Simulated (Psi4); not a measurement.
# One shape, several levels: HfHCl3O (SMILES Cl[Hf](Cl)(Cl)O)

We compute a comparison of 4 runs (B3LYP/def2-SVP, M06-2X/def2-SVP, PBE0/def2-SVP, r2SCAN/def2-SVP) of HfHCl3O. 

Program for the calculation: Psi4 1.11.

19 further runs of the same task are left out: 19 that didn't finish. Runs told in other sessions of the task aren't counted.

**1. Starting point**

HfHCl3O: 6 atoms, total charge 0, spin state singlet. As SMILES, `Cl[Hf](Cl)(Cl)O`. One bond was lengthened or shortened from a relaxed shape.

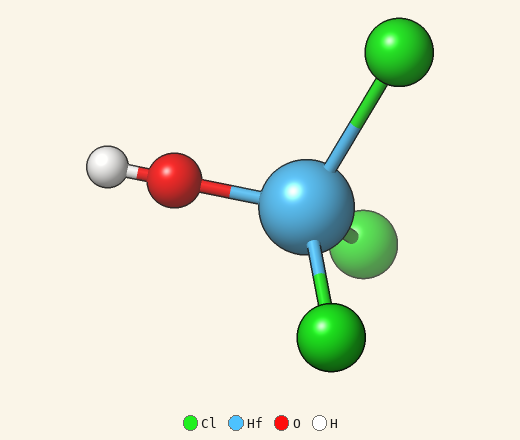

Viewed from a chosen angle; chlorine green, hafnium blue, oxygen red, hydrogen white.

**2. A single-point energy at B3LYP/def2-SVP (core potential) (run 1)**

The input, job.json:

```json
{
  "schema_name": "qcschema_input",
  "schema_version": 1,
  "molecule": {
    "schema_name": "qcschema_molecule",
    "schema_version": 2,
    "symbols": ["Cl", "Hf", "Cl", "Cl", "O", "H"],
    "geometry": [1.91187371, -0.12023571, -5.02278244, -0.04318024, -0.6623679, -0.36719268, -4.27527859, -1.8884978, -0.66089392, 2.24119629, -3.71348191, 1.86277863, 0.15885038, 2.44150726, 1.3551415, 0.26157589, 4.01381608, 2.22560605],
    "molecular_charge": 0,
    "molecular_multiplicity": 1,
    "fix_symmetry": "c1"
  },
  "driver": "energy",
  "model": {
    "method": "b3lyp",
    "basis": "def2-SVP"
  },
  "keywords": {
    "puream": true,
    "e_convergence": 1e-09,
    "d_convergence": 1e-08,
    "scf_type": "pk",
    "dft_radial_points": 99,
    "dft_spherical_points": 590
  }
}
```

Run with:

```console
$ psi4 --qcschema job.json -n 1 --memory 2200MB
```

stdout:

```text
[...]
    !!!  WARNING: ECP capability is in beta. Please check occupations closely.  !!!
[...]
  Running in c1 symmetry.
[...]
  Nuclear repulsion =  347.778877733413310
[...]
  Multiplicity = 1
[...]
  Nalpha       = 36
  Nbeta        = 36
[...]
    Number of basis functions: 105
[...]
   @RKS iter   1: -1504.00662015932289   -4.17651e-01   8.09705e-03 ADIIS/DIIS
[...]
   @RKS iter  13: -1504.30837070055804   -3.41061e-12   3.81800e-09 DIIS
[...]
  @RKS Final Energy: -1504.30837070055804
   => Energetics <=
    Nuclear Repulsion Energy =            347.7788777334133101
    One-Electron Energy =               -2783.5573728792028305
    Two-Electron Energy =                1011.9016487471997152
    DFT Exchange-Correlation Energy =     -80.4315243019681105
    Empirical Dispersion Energy =           0.0000000000000000
    VV10 Nonlocal Energy =                  0.0000000000000000
    Total Energy =                      -1504.3083707005580436
[...]
 Multipole Moments:
 ------------------------------------------------------------------------------------
     Multipole            Electronic (a.u.)      Nuclear  (a.u.)        Total (a.u.)
 ------------------------------------------------------------------------------------
 L = 1.  Multiply by 2.5417464519 to convert [e a0] to [Debye]
 Dipole X            :         -1.3575397            1.1404471           -0.2170926
 Dipole Y            :         16.7143275          -15.8013717            0.9129559
 Dipole Z            :         15.5897104          -14.3696148            1.2200956
 Magnitude           :                                                    1.5392371
[...]
```

The result, in JSON:

```text
{
 "driver": "energy",
 "model": {
  "method": "b3lyp",
  "basis": "def2-SVP"
 },
 "success": true,
 "return_result": -1504.308370700558,
 "properties": {
  "calcinfo_nbasis": 105,
  "calcinfo_nmo": 105,
  "calcinfo_nalpha": 36,
  "calcinfo_nbeta": 36,
  "calcinfo_natom": 6,
  "nuclear_repulsion_energy": 347.7788777334133,
  "return_energy": -1504.308370700558,
  "scf_one_electron_energy": -2783.557372879203,
  "scf_two_electron_energy": 1011.9016487471997,
  "scf_xc_energy": -80.43152430196811,
  "scf_dipole_moment": [-0.2170926005056506, 0.9129558586062352, 1.2200955991745666],
  "scf_total_energy": -1504.308370700558,
  "scf_iterations": 13
 }
}
```

Wall time 11 s (1 thread of Intel Xeon 6975P-C (Granite Rapids), shared host); peak memory 0.79 GiB.

**3. Energy and forces at M06-2X/def2-SVP (core potential) (run 2)**

The input, job.in:

```
memory 2200 mb

molecule molecule1 {
  0 1
  Cl     1.91187371    -0.12023571    -5.02278244
  Hf    -0.04318024    -0.66236790    -0.36719268
  Cl    -4.27527859    -1.88849780    -0.66089392
  Cl     2.24119629    -3.71348191     1.86277863
  O      0.15885038     2.44150726     1.35514150
  H      0.26157589     4.01381608     2.22560605
  units bohr
  symmetry c1
}

set {
  basis                def2-SVP
  puream               true
  e_convergence        1e-09
  d_convergence        1e-08
  scf_type             pk
  dft_radial_points    99
  dft_spherical_points 590
}

e, wfn = gradient("m06-2x", return_wfn=True)
```

Run with:

```console
$ psi4 -i job.in -o job.out -n 1
```

job.out:

```text
[...]
    !!!  WARNING: ECP capability is in beta. Please check occupations closely.  !!!
[...]
  Running in c1 symmetry.
[...]
  Nuclear repulsion =  347.778877733413310
[...]
  Multiplicity = 1
[...]
  Nalpha       = 36
  Nbeta        = 36
[...]
    Number of basis functions: 105
[...]
   @RKS iter   1: -1503.84413241431321   -6.14561e-01   6.89770e-03 ADIIS/DIIS
[...]
   @RKS iter  12: -1504.08647799613823   -2.04636e-11   7.00176e-09 DIIS
[...]
  @RKS Final Energy: -1504.08647799613823
   => Energetics <=
    Nuclear Repulsion Energy =            347.7788777334133101
    One-Electron Energy =               -2783.1462695701270604
    Two-Electron Energy =                 978.6222461180519758
    DFT Exchange-Correlation Energy =     -47.3413322774761056
    Empirical Dispersion Energy =           0.0000000000000000
    VV10 Nonlocal Energy =                  0.0000000000000000
    Total Energy =                      -1504.0864779961382283
[...]
  -Total Gradient:
     Atom            X                  Y                   Z
    ------   -----------------  -----------------  -----------------
       1        0.021622491626     0.005817781068    -0.051615130621
       2       -0.023602251362    -0.004467615684     0.057703156502
       3       -0.000276384278    -0.000102657054    -0.001159542452
       4        0.000859675152    -0.000423239774    -0.000721957493
       5        0.000767017481     0.007290226116     0.003285244195
       6       -0.000263299177    -0.005840972513    -0.003542848304
[...]
```

Run time: 24 s. Hardware: 1 thread of Intel Xeon 6975P-C (Granite Rapids), shared host; peak memory 1 GiB.

Run 3 isn't shown in full; the table further down has it.

**4. Energy and gradient at r2SCAN/def2-SVP (core potential) (run 4)**

The input, calc.in:

```
memory 2200 mb

molecule system {
  0 1
  Cl
  Hf 1 R2
  Cl 2 R3 1 A3
  Cl 2 R4 3 A4 1 D4
  O 2 R5 3 A5 4 D5
  H 5 R6 3 A6 2 D6

  R2 = 2.6874
  R3 = 2.336802
  A3 = 109.73162
  R4 = 2.33681
  A4 = 109.72529
  D4 = -120.63448
  R5 = 1.881468
  A5 = 109.21241
  D5 = -119.68612
  R6 = 0.95258
  A6 = 140.23899
  D6 = 179.91475
  symmetry c1
}

set {
  basis                def2-SVP
  puream               true
  e_convergence        1e-09
  d_convergence        1e-08
  scf_type             pk
  dft_radial_points    99
  dft_spherical_points 590
}

gradient('r2scan')
print_variables()
```

Run with:

```console
$ psi4 calc.in calc.out -n 1
```

calc.out:

```text
[...]
    !!!  WARNING: ECP capability is in beta. Please check occupations closely.  !!!
[...]
  Running in c1 symmetry.
[...]
  Nuclear repulsion =  347.778888413957645
[...]
  Multiplicity = 1
[...]
  Nalpha       = 36
  Nbeta        = 36
[...]
    Number of basis functions: 105
[...]
   @RKS iter   1: -1503.87825102675265   -4.23350e-01   7.88282e-03 DIIS/ADIIS
[...]
   @RKS iter  13: -1504.15656670487533   -2.27374e-12   4.03400e-09 DIIS
[...]
  @RKS Final Energy: -1504.15656670487533
   => Energetics <=
    Nuclear Repulsion Energy =            347.7788884139576453
    One-Electron Energy =               -2783.2232089892731892
    Two-Electron Energy =                1030.8792573900050229
    DFT Exchange-Correlation Energy =     -99.5915035195648670
    Empirical Dispersion Energy =           0.0000000000000000
    VV10 Nonlocal Energy =                  0.0000000000000000
    Total Energy =                      -1504.1565667048753312
[...]
  -Total Gradient:
     Atom            X                  Y                   Z
    ------   -----------------  -----------------  -----------------
       1        0.000266185760    -0.000150523208    -0.054383610157
       2       -0.001768349134     0.001007191096     0.057982318880
       3        0.000147031147    -0.000125728071    -0.001213041467
       4        0.000186194760    -0.000062477023    -0.001214671064
       5       -0.005229127645     0.002978452952     0.001224361805
       6        0.006825045697    -0.003889705016    -0.003010337020
[...]
```

Run time: 27 s. Hardware: 1 thread of Intel Xeon 6975P-C (Granite Rapids), shared host; peak memory 0.99 GiB.

**5. All runs side by side**

```tsv
run	level	task	properties	energy (Eh)	dipole moment (D)	HOMO energy (eV)	LUMO energy (eV)	wall time
1	B3LYP/def2-SVP (core potential)	energy	–	-1504.308371	3.91	-8.11	-2.09	11 s
2	M06-2X/def2-SVP (core potential)	gradient	–	-1504.086478	4.06	-9.80	-1.20	24 s
3	PBE0/def2-SVP (core potential)	gradient	(wiberg, mayer, mulliken)	-1503.701832	4.02	-8.47	-1.97	17 s
4	r2SCAN/def2-SVP (core potential)	gradient	–	-1504.156567	4.03	-7.47	-2.62	27 s
```

**6. What came out**

```
                       quantity           value
            run 4: total energy  -1504.15657 Eh
           run 4: dipole moment          4.03 D
             run 4: HOMO energy        -7.47 eV
             run 4: LUMO energy        -2.62 eV
           run 4: HOMO–LUMO gap         4.85 eV
run 4: largest force on an atom      2.983 eV/Å
```

The dipole moment (its size) runs from 3.91 D (B3LYP/def2-SVP) to 4.06 D (M06-2X/def2-SVP). The HOMO–LUMO gap runs from 4.85 eV (r2SCAN/def2-SVP) to 8.60 eV (M06-2X/def2-SVP). Totals of different functionals can't be ranked against each other. All runs together took 79 s, the longest 27 s.
